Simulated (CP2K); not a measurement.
**CH6F2GeSi (SMILES F[SiH](F)[CH2][GeH3]): PM3**

Aim: the energy difference between two shapes of CH6F2GeSi at PM3, from 2 runs. 

The results are computed with CP2K 2026.2.

3 further runs of the same task are left out: 1 that didn't finish, 2 set aside as unsound or not needed.

## Step 1: The structure to begin with

CH6F2GeSi: 11 atoms, total charge 0, spin state singlet. SMILES: `F[SiH](F)[CH2][GeH3]`. The shape comes from a force field and isn't a relaxed structure. This is one conformer, not always the lowest.

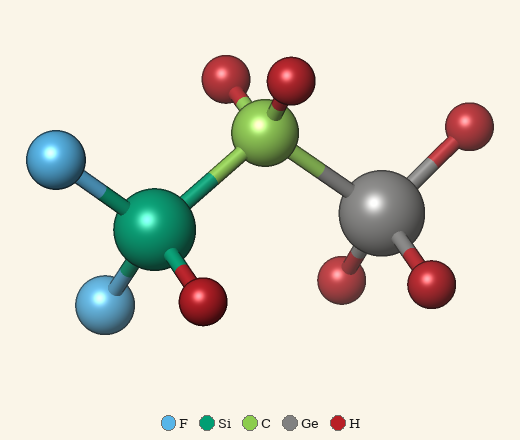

The structure, seen from a chosen angle (fluorine blue, silicon teal, carbon green, germanium grey, hydrogen red).

## Step 2: Energy and forces at PM3

File mol.inp:

```
&global
    project mol
    run_type ENERGY_FORCE
    print_level MEDIUM
&end global

&force_eval
    method QUICKSTEP
    &dft
        charge 0
        multiplicity 1
        &qs
            method PM3
            eps_default 1.0E-10
            &se
                &coulomb
                    cutoff [angstrom] 50
                    rc_range [angstrom] 0
                &end coulomb
                &exchange
                    cutoff [angstrom] 50
                    rc_range [angstrom] 0
                &end exchange
            &end se
        &end qs
        ! cluster boundary conditions
        &poisson
            periodic NONE
            poisson_solver ANALYTIC
        &end poisson
        ! self-consistent field
        &scf
            scf_guess ATOMIC
            eps_scf 1.0E-06
            max_scf 150
            added_mos 8
            &diagonalization
                algorithm STANDARD
            &end diagonalization
            &mixing
                method DIRECT_P_MIXING
                alpha 0.4
            &end mixing
        &end scf
        ! extra output
        &print
            &moments
                periodic F
                reference COM
                max_moment 1
            &end moments
            &mo ON
                energies T
                occupation_numbers T
                ndigits 6
                &each
                    qs_scf 0
                &end each
                add_last NUMERIC
            &end mo
            &hirshfeld OFF
            &end hirshfeld
        &end print
    &end dft
    &subsys
        ! box in angstrom
        &cell
            abc [angstrom] 13.5 10.7 11.2
            periodic NONE
        &end cell
        &coord
            SCALED T
            F    0.29509259   0.47402336   0.50991964
            Si   0.40725556   0.48707009   0.45375893
            F    0.41232222   0.60808879   0.35604464
            C    0.50212963   0.51315421   0.57878571
            Ge   0.63110741   0.51769626   0.51506250
            H    0.43194444   0.37184579   0.39141071
            H    0.49231481   0.43408879   0.64395536
            H    0.48216667   0.60306075   0.62425893
            H    0.70490741   0.53992991   0.62481250
            H    0.64016667   0.62815421   0.42896429
            H    0.65418148   0.39368692   0.45432143
        &end coord
    &end subsys
    ! extra output
    &print
        &forces ON
        &end forces
    &end print
&end force_eval
```

On the command line:

```sh
OMP_NUM_THREADS=1 cp2k.psmp -i mol.inp -o mol.out
```

Log:

```text
CP2K| version string:                                       CP2K version 2026.2
[...]
 GLOBAL| Method name                                                        CP2K
[...]
 GLOBAL| Run type                                                   ENERGY_FORCE
[...]
                             - Atoms:                                         11
[...]
                             - Spherical basis functions:                     26
[...]
 Number of electrons:                                                         32
[...]
     1 P_Mix/Diag. 0.40E+00    0.0     0.72223976       -40.9754565844 -4.10E+01
[...]
    16 DIIS/Diag.  0.26E-06    0.0     0.00000083       -46.1016464933 -9.49E-12
  *** SCF run converged in    16 steps ***
  Core-core repulsion energy [eV]:                           1966.20557609345383
  Core Hamiltonian energy [eV]:                             -2096.72945958746004
  Two-electron integral energy [eV]:                        -2247.93143130918406
  Electronic energy [eV]:                                   -3220.69517524205230
  Total energy [eV]:                                        -1254.48959914859847
  Atomic reference energy [eV]:                              1247.69424270317222
  Heat of formation [kcal/mol]:                              -156.70465476023494
[...]
 SE_DIPOLE| Moment [Debye]         -1.24342809       0.82417436      -0.92612908
 SE_DIPOLE| Derivative [a.u.]       0.00000000       0.00000000       0.00000000
 ENERGY| Total FORCE_EVAL ( QS ) energy [hartree]            -46.101646493306859
 FORCES| Atomic forces [hartree/bohr]
 FORCES|   Atom     x               y               z               |f|
 FORCES|      1  3.15807792E-02  1.09185567E-02 -1.61935413E-02   3.71320788E-02
 FORCES|      2 -1.07000861E-02  4.50527032E-02 -1.17493636E-02   4.77732714E-02
 FORCES|      3 -1.14522399E-02 -4.54009270E-02  4.22338268E-02   6.30562772E-02
 FORCES|      4 -3.64037070E-02 -3.58413368E-05  1.07338435E-02   3.79532155E-02
 FORCES|      5  2.63963832E-02  4.28391295E-03  1.02879707E-02   2.86524571E-02
 FORCES|      6  2.11235235E-03 -1.09709197E-02 -8.04450575E-03   1.37672504E-02
 FORCES|      7  3.18031192E-03  1.53947856E-02 -8.46030598E-03   1.78519070E-02
 FORCES|      8  5.52988933E-03 -1.47105280E-02 -3.31743791E-03   1.60619022E-02
 FORCES|      9 -1.27935323E-02 -4.02088069E-03 -2.01187565E-02   2.41786334E-02
 FORCES|     10  1.48475836E-03 -5.82703712E-03  3.12831500E-03   6.77829062E-03
 FORCES|     11  1.06509108E-03  5.31617527E-03  1.49995503E-03   5.62547808E-03
 FORCES| Sum     3.85108612E-16  5.41233725E-16 -5.55111512E-16
 FORCES| Total atomic force                                       8.65673945E-16
[...]
```

Wall time 0.42 s (1 thread of Arm Neoverse N1, shared host); peak memory 0.14 GiB.

## Step 3: The distorted shape

File qs.inp:

```
&GLOBAL
   PROJECT qs
   RUN_TYPE ENERGY_FORCE
   PRINT_LEVEL MEDIUM
&END GLOBAL

&FORCE_EVAL
   METHOD QUICKSTEP
   &DFT
      &QS
         METHOD PM3
         EPS_DEFAULT 1.0E-10
         &SE
            &COULOMB
               CUTOFF [angstrom] 50
               RC_RANGE [angstrom] 0
            &END COULOMB
            &EXCHANGE
               CUTOFF [angstrom] 50
               RC_RANGE [angstrom] 0
            &END EXCHANGE
         &END SE
      &END QS
      &POISSON
         PERIODIC NONE
         POISSON_SOLVER ANALYTIC
      &END POISSON
      &SCF
         SCF_GUESS ATOMIC
         EPS_SCF 1.0E-06
         MAX_SCF 150
         ADDED_MOS 8
         &DIAGONALIZATION
            ALGORITHM STANDARD
         &END DIAGONALIZATION
         &MIXING
            METHOD DIRECT_P_MIXING
            ALPHA 0.4
         &END MIXING
      &END SCF
      &PRINT
         &MOMENTS
            PERIODIC F
            REFERENCE COM
            MAX_MOMENT 1
         &END MOMENTS
         &MO ON
            ENERGIES T
            OCCUPATION_NUMBERS T
            NDIGITS 6
            &EACH
               QS_SCF 0
            &END EACH
            ADD_LAST NUMERIC
         &END MO
         &HIRSHFELD OFF
         &END HIRSHFELD
      &END PRINT
   &END DFT
   &SUBSYS
      &CELL
         ABC 13.5 10.7 11.2
         PERIODIC NONE
      &END CELL
      &COORD
         SCALED T
         F    0.29589959   0.47374257   0.51076272
         Si   0.40597404   0.48702808   0.44933996
         F    0.41185656   0.60874192   0.35601996
         C    0.50387189   0.51158921   0.58111004
         Ge   0.63089174   0.51809051   0.51362996
         H    0.43571233   0.37292388   0.38958567
         H    0.49333863   0.43312687   0.64398004
         H    0.48588515   0.60447528   0.62162165
         H    0.70410041   0.54025369   0.62370612
         H    0.64036159   0.62707612   0.42720665
         H    0.65581211   0.39142107   0.45171638
      &END COORD
   &END SUBSYS
   &PRINT
      &FORCES ON
      &END FORCES
   &END PRINT
&END FORCE_EVAL
```

On the command line:

```sh
OMP_NUM_THREADS=1 cp2k.psmp -i qs.inp -o qs.out
```

Log:

```text
CP2K| version string:                                       CP2K version 2026.2
[...]
 GLOBAL| Method name                                                        CP2K
[...]
 GLOBAL| Run type                                                   ENERGY_FORCE
[...]
                             - Atoms:                                         11
[...]
                             - Spherical basis functions:                     26
[...]
 Number of electrons:                                                         32
[...]
     1 P_Mix/Diag. 0.40E+00    0.0     0.73716700       -40.9725728865 -4.10E+01
[...]
    16 DIIS/Diag.  0.32E-06    0.0     0.00000091       -46.0992290341 -1.25E-11
  *** SCF run converged in    16 steps ***
  Core-core repulsion energy [eV]:                           1962.76121357601301
  Core Hamiltonian energy [eV]:                             -2095.91528314817197
  Two-electron integral energy [eV]:                        -2242.53949433285561
  Electronic energy [eV]:                                   -3217.18503031459932
  Total energy [eV]:                                        -1254.42381673858677
  Atomic reference energy [eV]:                              1247.69424270317222
  Heat of formation [kcal/mol]:                              -155.18767622746986
[...]
 SE_DIPOLE| Moment [Debye]         -0.99357648       0.82497555      -0.53487845
 SE_DIPOLE| Derivative [a.u.]       0.00000000       0.00000000       0.00000000
 ENERGY| Total FORCE_EVAL ( QS ) energy [hartree]            -46.099229034116050
 FORCES| Atomic forces [hartree/bohr]
 FORCES|   Atom     x               y               z               |f|
 FORCES|      1  3.00573194E-02  9.68088217E-03 -2.00928509E-02   3.74283928E-02
 FORCES|      2  2.88489175E-05  3.99217112E-02  1.25786213E-02   4.18564878E-02
 FORCES|      3 -1.20520341E-02 -3.83134775E-02  3.40317368E-02   5.26434534E-02
 FORCES|      4 -4.11722776E-02  9.23242572E-03 -1.05175816E-02   4.34857868E-02
 FORCES|      5  3.25662401E-02 -7.40617320E-03  6.63061220E-03   3.40496170E-02
 FORCES|      6 -1.30632894E-04 -1.16782815E-02 -9.38578911E-03   1.49830691E-02
 FORCES|      7  1.25773812E-03  1.03965809E-02 -2.03116515E-03   1.06675410E-02
 FORCES|      8  1.46849726E-03 -1.70010015E-02  9.77222095E-04   1.70922643E-02
 FORCES|      9 -1.14590454E-02 -3.85298643E-03 -2.00773532E-02   2.34361972E-02
 FORCES|     10  7.78784312E-04 -4.29119137E-03  2.21803405E-03   4.89290337E-03
 FORCES|     11 -1.34343818E-03  1.33115114E-02  5.66851353E-03   1.45304235E-02
 FORCES| Sum     6.17561557E-16  1.52655666E-16  8.32667268E-17
 FORCES| Total atomic force                                       6.41575699E-16
[...]
```

Wall time 0.42 s (1 thread of Arm Neoverse N1, shared host); peak memory 0.14 GiB.

## Step 4: What came out

At PM3:

| quantity | value |
| --- | --- |
| first shape: total energy | -46.10165 Eh |
| first shape: dipole moment | 1.76 D |
| first shape: HOMO energy | -10.45 eV |
| first shape: LUMO energy | 0.00 eV |
| first shape: HOMO–LUMO gap | 10.45 eV |
| first shape: heat of formation at this unrelaxed shape | -156.7 kcal/mol |
| first shape: largest force on an atom | 3.242 eV/Å |
| distorted shape: total energy | -46.09923 Eh |
| distorted shape: dipole moment | 1.40 D |
| distorted shape: HOMO energy | -10.16 eV |
| distorted shape: LUMO energy | 0.03 eV |
| distorted shape: HOMO–LUMO gap | 10.19 eV |
| distorted shape: heat of formation at this unrelaxed shape | -155.2 kcal/mol |
| distorted shape: largest force on an atom | 2.707 eV/Å |
| energy change with the atoms displaced | 0.066 eV |

With the atoms displaced the energy rises by 0.07 eV (6.3 kJ/mol). The first shape isn't relaxed at this level, so the change isn't measured from a minimum. The largest force (first shape) is 3.24 eV/Å: the shape isn't a stationary point for this species at this level.
